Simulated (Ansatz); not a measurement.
Method: PBE (plane waves to 420 eV, PAW; Ansatz, an electronic-structure program).

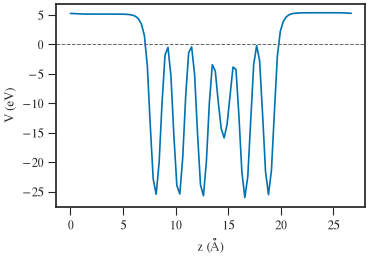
Figure. Plane-averaged electrostatic potential energy along the normal, in eV from the Fermi level, for a constructed model of the (111) surface of fcc Rh, a layer of Ge in place of the third plane (bottom of the slab: a bare face, its two planes held)

Slab: 6 atoms, 10.8 Å thick at the start with caps and adatoms (thin: gaps and levels are the slab's own); k 16x16x1, smearing 0.1 eV, dipole-corrected; 2 atoms held, the rest relaxed; start symmetry kept, larger cells not searched; no spin, no spin-orbit, no U. In PBE it lies 0.36 eV a 1x1 cell over the lowest computed structure of the same composition (a layer of Ge in place of the second plane).

The vacuum level lies 5.39 eV above the Fermi level over the top face and 5.16 eV above it under the bottom face.
